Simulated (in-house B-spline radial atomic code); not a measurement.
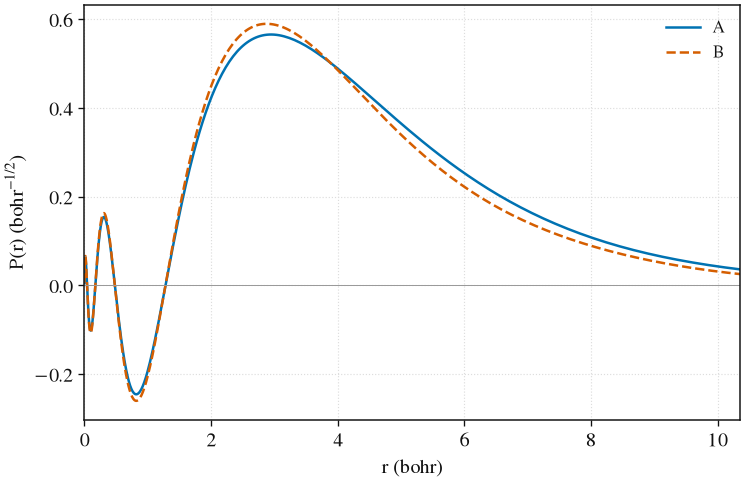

The neutral technetium atom in [Kr] 4d5 5s2 (high spin) was computed by two methods: PW91; exchange-only LDA. Both runs are scalar-relativistic, spin-polarised and spherical. Computed with an in-house B-spline radial code.

The plot shows P(r) = r R(r) of the 5s down orbital in both runs.

**Assign A and B.**

A is exchange-only LDA (⟨r⟩ = 3.70 bohr, eigenvalue −3.33 eV); B is PW91 (⟨r⟩ = 3.51 bohr, eigenvalue −4.28 eV). Correlation draws the outer orbital in.
